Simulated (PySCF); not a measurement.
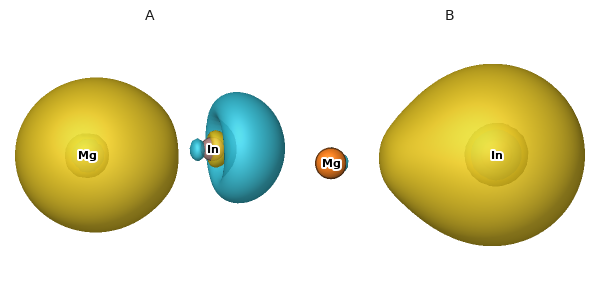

*MgIn (charge +1). Two frontier orbitals, each drawn at the value that holds 80 % of its norm (yellow and cyan are the two phases), in no order; of a degenerate pair one member is drawn.*

Core potentials replace the inner electrons of In.

The calculation used PBE0/cc-pVDZ(-PP), non-relativistic Hamiltonian with scalar-relativistic core potentials where named, at a bond length of 3.308 Å (PySCF).

Name the orbitals and rank them from lowest to highest energy.

Orbital B: σ, occupied, −14.56 eV; mainly on In (90 %).
Orbital A: σ, occupied, −10.20 eV; mainly on Mg (75 %).
